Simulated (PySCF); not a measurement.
# C6H6F2: magnetic properties

What do calculations give for the magnetic properties of C6H6F2 (`FC[C@@]1(F)CC12C=C2`)?

Computed with PySCF 2.14.0 and routines of our own; the level stands in each step. Atoms count from 0.

## 1. The starting structure

14 atoms, charge 0, multiplicity 1; geometry from: GFN2-xTB.

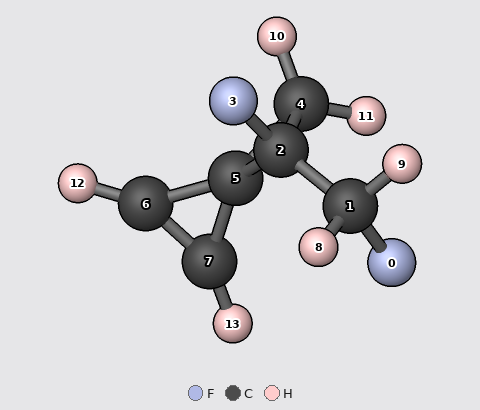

The starting geometry (fluorine light blue, carbon dark grey, hydrogen pink).

## 2. Magnetic properties: GIAO wB97X-D/pcSseg-1

What the job is given:

```
{"job": {"kind": "mag", "xc": "wB97X-D", "basis": "pcSseg-1", "isotopologues": 2}, "charge": 0, "multiplicity": 1}
F     -1.280612    -1.352644    -1.204248
C     -1.745720    -0.237604    -0.561717
C     -0.669707     0.340183     0.336224
F     -1.110086     1.542930     0.853887
C      0.154861    -0.540396     1.264076
C      0.772627     0.156363     0.104835
C      1.979704     0.938436    -0.249758
C      1.713928    -0.088976    -1.013894
H     -2.032011     0.491009    -1.328957
H     -2.626486    -0.536313     0.019083
H      0.343745    -0.163012     2.258859
H     -0.018237    -1.606306     1.217039
H      2.582363     1.773721     0.007722
H      1.934953    -0.717864    -1.839813
```

With the program's defaults for keys left out, this is: GIAO wB97X-D/pcSseg-1 magnetisability, rotational g tensor and spin-rotation constants, non-relativistic, gas phase.

Run with:

```console
$ OMP_NUM_THREADS=1 python excited_run.py task.json out
```

This one command runs all jobs of the session in turn.

Log:

```text
coarse grid: 12408 points
cycle   1  E = -431.4466889113  dE =  1.701e+00  |g| = 6.928e-01  |ddm| = 3.365e+00
cycle   2  E = -431.4458951800  dE =  7.937e-04  |g| = 7.843e-01  |ddm| = 9.606e-01
cycle   3  E = -431.5345335615  dE = -8.864e-02  |g| = 4.769e-02  |ddm| = 4.939e-01
cycle   4  E = -431.5349854918  dE = -4.519e-04  |g| = 2.195e-02  |ddm| = 5.794e-02
cycle   5  E = -431.5350946285  dE = -1.091e-04  |g| = 7.507e-03  |ddm| = 2.977e-02
cycle   6  E = -431.5351078627  dE = -1.323e-05  |g| = 1.834e-03  |ddm| = 8.505e-03
cycle   7  E = -431.5351085045  dE = -6.418e-07  |g| = 6.684e-04  |ddm| = 2.719e-03
final grid: 122688 points
cycle   8  E = -431.5999901647  dE = -2.398e-04  |g| = 8.793e-03  |ddm| = 5.567e-02
cycle   9  E = -431.5999914715  dE = -1.307e-06  |g| = 9.261e-03  |ddm| = 1.491e-02
cycle  10  E = -431.6000033364  dE = -1.186e-05  |g| = 6.828e-04  |ddm| = 5.525e-03
cycle  11  E = -431.6000034379  dE = -1.015e-07  |g| = 4.032e-04  |ddm| = 1.353e-03
cycle  12  E = -431.6000034739  dE = -3.604e-08  |g| = 6.081e-05  |ddm| = 4.527e-04
cycle  13  E = -431.6000034752  dE = -1.314e-09  |g| = 2.405e-05  |ddm| = 1.446e-04
cycle  14  E = -431.6000034754  dE = -1.519e-10  |g| = 1.072e-05  |ddm| = 4.870e-05
converged SCF energy = -431.6000034754

Magnetisability tensor (1e-30 J/T^2)
    -1044.05      114.54      -39.96
      114.54    -1195.73       24.27
      -39.96       24.27    -1118.31
isotropic -1119.36   principal values   -1268.23  -1111.53   -978.33
isotropic susceptibility -67.410 1e-6 cm^3/mol

Inertial axes            a          b          c
rot. const./GHz      2.7359     1.9614     1.4312
chi total           -60.195    -69.432    -72.602
chi diamagnetic    -500.117   -685.729   -872.656
chi paramagnetic    439.922    616.297    800.054
quadrupole/D A        5.915     -5.844     -0.071
g nuclear            0.5371     0.5625     0.5338
g electronic        -0.5654    -0.5679    -0.5379
g total             -0.0284    -0.0054    -0.0041

Spin-rotation constants (kHz, H = +C I.J)
atom  isotope        aa         bb         cc
  0    19F       -0.044      0.723      0.292
  3    19F        0.857      0.707      0.654
  8     1H       -0.244     -0.221      0.095
  9     1H        0.068     -0.180     -0.094
 10     1H       -0.270     -0.067     -0.103
 11     1H       -0.239     -0.147     -0.066
 12     1H        0.125     -0.115     -0.137
 13     1H       -0.299      0.212     -0.155
  1    13C*       0.765      0.333      0.376
  2    13C*       0.856      0.244      0.399
  4    13C*       0.382      0.180      0.255
  5    13C*       0.590      0.320      0.100
  6    13C*       1.245      0.509      0.247
  7    13C*       0.930      0.766      0.241
* in the singly substituted isotopologue

Isotopologues: g along a, b, c
2H    at 8,9,10,11,12,1    -0.0258    -0.0051    -0.0036
13C   at 1                 -0.0283    -0.0054    -0.0041
```

Run time: 60 s. Hardware: 1 thread of Arm Neoverse N1, shared host; peak memory 0.83 GiB.

Key values:

| quantity | value |
| --- | --- |
| magnetisability | -1119·10⁻³⁰ J/T² |
| molar susceptibility | -67.4·10⁻⁶ cm³/mol |
| rotational g (a, b, c) | -0.0284, -0.0054, -0.0041 |

The fields below are evaluated on a grid from the run's orbitals.

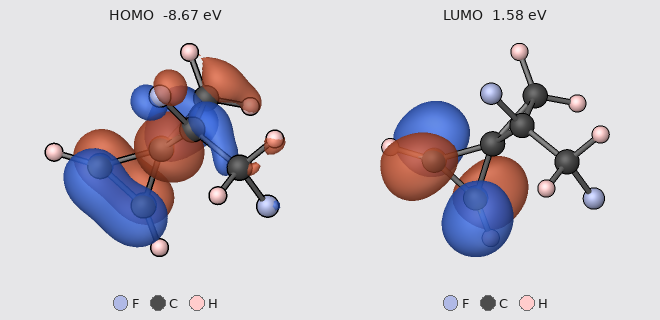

Frontier orbitals at wB97X-D/pcSseg-1; each surface holds 70 % of the orbital's density, blue and red mark the sign.

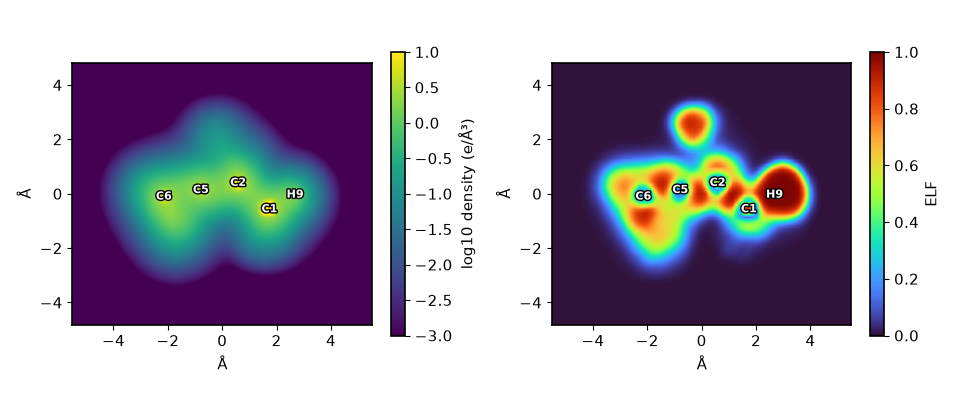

Density (left) and ELF (right) in a plane through or near 5 of the atoms.

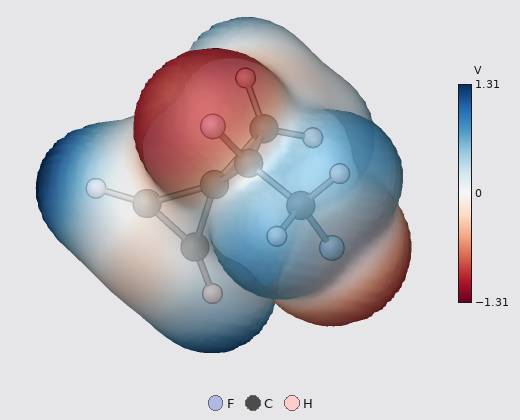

Electrostatic potential on the surface of density 0.002 e/bohr³; red is low, blue high. It runs, from the 1st to the 99th percentile, from -1.00 V near F3 to 1.31 V near H12.

## 3. Magnetic properties: GIAO PBE/cc-pVDZ, grid 1

Settings changed since step 2:

```diff
@@ -1,2 +1,2 @@
-{"job": {"kind": "mag", "xc": "wB97X-D", "basis": "pcSseg-1", "isotopologues": 2}, "charge": 0, "multiplicity": 1}
+{"job": {"kind": "mag", "xc": "PBE", "basis": "cc-pVDZ", "grid": 1, "scf": {"guess": "vsap"}}, "charge": 0, "multiplicity": 1}
 F     -1.280612    -1.352644    -1.204248
```

With the program's defaults for keys left out, this is: GIAO PBE/cc-pVDZ magnetisability, rotational g tensor and spin-rotation constants, non-relativistic, gas phase.

Log:

```text
final grid: 56512 points
cycle   1  E = -422.9007691817  dE =  7.167e+00  |g| = 4.328e+00  |ddm| = 2.171e+01
cycle   2  E = -382.8912802725  dE =  4.001e+01  |g| = 1.189e+01  |ddm| = 3.328e+01
cycle   3  E = -425.9730025933  dE = -4.308e+01  |g| = 4.167e+00  |ddm| = 2.379e+01
cycle   4  E = -430.5844213820  dE = -4.611e+00  |g| = 1.737e+00  |ddm| = 6.932e+00
cycle   5  E = -430.8115741624  dE = -2.272e-01  |g| = 1.303e+00  |ddm| = 3.772e+00
cycle   6  E = -431.2531665385  dE = -4.416e-01  |g| = 4.496e-01  |ddm| = 1.998e+00
cycle   7  E = -431.2817118056  dE = -2.855e-02  |g| = 3.115e-01  |ddm| = 8.919e-01
cycle   8  E = -431.3043940977  dE = -2.268e-02  |g| = 9.126e-02  |ddm| = 4.522e-01
cycle   9  E = -431.3060449730  dE = -1.651e-03  |g| = 4.645e-02  |ddm| = 2.038e-01
cycle  10  E = -431.3065646879  dE = -5.197e-04  |g| = 9.306e-03  |ddm| = 8.586e-02
cycle  11  E = -431.3065834168  dE = -1.873e-05  |g| = 2.117e-03  |ddm| = 1.617e-02
cycle  12  E = -431.3065843974  dE = -9.806e-07  |g| = 7.788e-04  |ddm| = 4.323e-03
cycle  13  E = -431.3065845143  dE = -1.169e-07  |g| = 3.220e-04  |ddm| = 1.621e-03
cycle  14  E = -431.3065845351  dE = -2.083e-08  |g| = 1.133e-04  |ddm| = 5.961e-04
cycle  15  E = -431.3065845374  dE = -2.258e-09  |g| = 2.382e-05  |ddm| = 1.772e-04
cycle  16  E = -431.3065845374  dE = -1.023e-11  |g| = 2.407e-05  |ddm| = 7.308e-05
converged SCF energy = -431.3065845374

Magnetisability tensor (1e-30 J/T^2)
    -1010.62      112.28      -35.02
      112.28    -1162.66       27.54
      -35.02       27.54    -1087.77
isotropic -1087.02   principal values   -1233.70  -1078.75   -948.60
isotropic susceptibility -65.462 1e-6 cm^3/mol

Inertial axes            a          b          c
rot. const./GHz      2.7359     1.9614     1.4312
chi total           -58.206    -67.383    -70.796
chi diamagnetic    -498.414   -685.600   -871.337
chi paramagnetic    440.208    618.218    800.541
quadrupole/D A        4.806     -4.279     -0.527
g nuclear            0.5371     0.5625     0.5338
g electronic        -0.5658    -0.5697    -0.5383
g total             -0.0287    -0.0072    -0.0044

Spin-rotation constants (kHz, H = +C I.J)
atom  isotope        aa         bb         cc
  0    19F        0.210      0.846      0.393
  3    19F        1.182      0.811      0.698
  8     1H       -0.245     -0.222      0.100
  9     1H        0.074     -0.179     -0.095
 10     1H       -0.277     -0.065     -0.106
 11     1H       -0.239     -0.147     -0.065
 12     1H        0.120     -0.107     -0.144
 13     1H       -0.300      0.217     -0.162
  1    13C*       0.714      0.308      0.354
  2    13C*       0.814      0.240      0.383
  4    13C*       0.342      0.168      0.235
  5    13C*       0.580      0.308      0.102
  6    13C*       1.109      0.483      0.223
  7    13C*       0.833      0.708      0.218
* in the singly substituted isotopologue
```

It took 35 s on 1 thread of Arm Neoverse N1, shared host; peak memory 0.54 GiB.

From this job:

| quantity | value |
| --- | --- |
| magnetisability | -1087·10⁻³⁰ J/T² |
| molar susceptibility | -65.5·10⁻⁶ cm³/mol |
| rotational g (a, b, c) | -0.0287, -0.0072, -0.0044 |

## 4. Magnetic properties: GIAO mPW1PW91/6-31G

Settings changed since step 3:

```diff
@@ -1,2 +1,2 @@
-{"job": {"kind": "mag", "xc": "PBE", "basis": "cc-pVDZ", "grid": 1, "scf": {"guess": "vsap"}}, "charge": 0, "multiplicity": 1}
+{"job": {"kind": "mag", "xc": "mPW1PW91", "basis": "6-31G", "scf": {"damp": 2.0, "max_cycle": 92}}, "charge": 0, "multiplicity": 1}
 F     -1.280612    -1.352644    -1.204248
```

With the program's defaults for keys left out, this is: GIAO mPW1PW91/6-31G magnetisability, rotational g tensor and spin-rotation constants, non-relativistic, gas phase.

Log:

```text
damping 2.00 in the first 6 cycles
final grid: 122688 points
cycle   1  E = -431.4746736746  dE =  1.541e+00  |g| = 6.683e-01  |ddm| = 3.841e+00
cycle   2  E = -430.7429548889  dE =  7.317e-01  |g| = 2.066e+00  |ddm| = 1.212e+00
cycle   3  E = -419.0772323521  dE =  1.167e+01  |g| = 6.038e+00  |ddm| = 9.223e+00
cycle   4  E = -385.5403648877  dE =  3.354e+01  |g| = 8.822e+00  |ddm| = 1.269e+01
cycle   5  E = -297.3958418558  dE =  8.814e+01  |g| = 8.347e+00  |ddm| = 2.586e+01
cycle   6  E = -316.4435257511  dE = -1.905e+01  |g| = 8.963e+00  |ddm| = 1.729e+02
cycle   7  E = -264.6192569517  dE =  5.182e+01  |g| = 7.509e+00  |ddm| = 1.945e+02
cycle   8  E = -359.9726016982  dE = -9.535e+01  |g| = 8.461e+00  |ddm| = 9.853e+01
cycle   9  E = -421.6610223380  dE = -6.169e+01  |g| = 5.015e+00  |ddm| = 2.255e+01
cycle  10  E = -428.1217538008  dE = -6.461e+00  |g| = 3.037e+00  |ddm| = 1.871e+01
cycle  11  E = -430.3534740874  dE = -2.232e+00  |g| = 2.064e+00  |ddm| = 6.017e+00
cycle  12  E = -428.5971941980  dE =  1.756e+00  |g| = 2.518e+00  |ddm| = 4.603e+00
cycle  13  E = -431.4276472990  dE = -2.830e+00  |g| = 6.815e-01  |ddm| = 3.028e+00
cycle  14  E = -431.3838559575  dE =  4.379e-02  |g| = 9.331e-01  |ddm| = 1.248e+00
cycle  15  E = -431.5047192877  dE = -1.209e-01  |g| = 5.162e-01  |ddm| = 8.078e-01
cycle  16  E = -431.5522031024  dE = -4.748e-02  |g| = 1.963e-01  |ddm| = 8.333e-01
cycle  17  E = -431.5583289870  dE = -6.126e-03  |g| = 8.556e-02  |ddm| = 2.773e-01
cycle  18  E = -431.5601076418  dE = -1.779e-03  |g| = 2.876e-02  |ddm| = 1.150e-01
cycle  19  E = -431.5603145875  dE = -2.069e-04  |g| = 5.349e-03  |ddm| = 4.188e-02
cycle  20  E = -431.5603207941  dE = -6.207e-06  |g| = 2.604e-03  |ddm| = 1.048e-02
cycle  21  E = -431.5603225243  dE = -1.730e-06  |g| = 3.552e-04  |ddm| = 3.847e-03
cycle  22  E = -431.5603225573  dE = -3.292e-08  |g| = 5.432e-05  |ddm| = 5.772e-04
cycle  23  E = -431.5603225580  dE = -6.899e-10  |g| = 3.384e-05  |ddm| = 1.333e-04
cycle  24  E = -431.5603225582  dE = -2.448e-10  |g| = 7.942e-06  |ddm| = 4.725e-05
converged SCF energy = -431.5603225582

Magnetisability tensor (1e-30 J/T^2)
    -1052.91      112.16      -46.42
      112.16    -1204.17       18.95
      -46.42       18.95    -1122.97
isotropic -1126.68   principal values   -1273.89  -1120.68   -985.48
isotropic susceptibility -67.850 1e-6 cm^3/mol

Inertial axes            a          b          c
rot. const./GHz      2.7359     1.9614     1.4312
chi total           -60.872    -69.949    -72.730
chi diamagnetic    -499.300   -684.073   -871.889
chi paramagnetic    438.428    614.124    799.159
quadrupole/D A        6.362     -6.823      0.461
g nuclear            0.5371     0.5625     0.5338
g electronic        -0.5635    -0.5659    -0.5373
g total             -0.0264    -0.0034    -0.0035

Spin-rotation constants (kHz, H = +C I.J)
atom  isotope        aa         bb         cc
  0    19F       -0.018      0.721      0.282
  3    19F        0.834      0.654      0.555
  8     1H       -0.263     -0.235      0.080
  9     1H        0.041     -0.191     -0.107
 10     1H       -0.289     -0.076     -0.113
 11     1H       -0.254     -0.152     -0.075
 12     1H        0.092     -0.121     -0.151
 13     1H       -0.312      0.192     -0.168
  1    13C*       0.673      0.288      0.332
  2    13C*       0.763      0.202      0.360
  4    13C*       0.312      0.147      0.229
  5    13C*       0.522      0.268      0.076
  6    13C*       1.093      0.454      0.210
  7    13C*       0.820      0.675      0.202
* in the singly substituted isotopologue
```

Run time: 26 s. Hardware: 1 thread of Arm Neoverse N1, shared host; peak memory 0.6 GiB.

Despite a damping factor outside the range 0 to 1, the SCF converged in 24 cycles.

In short:

| quantity | value |
| --- | --- |
| magnetisability | -1127·10⁻³⁰ J/T² |
| molar susceptibility | -67.8·10⁻⁶ cm³/mol |
| rotational g (a, b, c) | -0.0264, -0.0034, -0.0035 |

## 5. The levels compared

| level | ξ (10⁻³⁰ J/T²) | g(a) | g(b) | gap (eV) | functions | time |
| --- | --- | --- | --- | --- | --- | --- |
| GIAO wB97X-D/pcSseg-1 | -1119 | -0.0284 | -0.0054 | 10.25 | 166 | 60 s |
| GIAO PBE/cc-pVDZ, grid 1 | -1087 | -0.0287 | -0.0072 | 4.22 | 142 | 35 s |
| GIAO mPW1PW91/6-31G | -1127 | -0.0264 | -0.0034 | 6.76 | 84 | 26 s |

## 6. Results

```
                                              quantity                      value
       magnetisability (step 2, GIAO wB97X-D/pcSseg-1)           -1119·10⁻³⁰ J/T²
  molar susceptibility (step 2, GIAO wB97X-D/pcSseg-1)         -67.4·10⁻⁶ cm³/mol
rotational g (a, b, c) (step 2, GIAO wB97X-D/pcSseg-1)  -0.0284, -0.0054, -0.0041
                 surface potential, 1st and 99th percentile         -1.00 V and 1.31 V
                       magnetisability over the levels  -1127 to -1087·10⁻³⁰ J/T²
```

The magnetisability spreads by 3.6 % over 3 levels, from GIAO mPW1PW91/6-31G (26 s) to GIAO PBE/cc-pVDZ, grid 1 (35 s); the runs took 26 s to 60 s. Vibrational averaging and real surroundings are missing from these values.
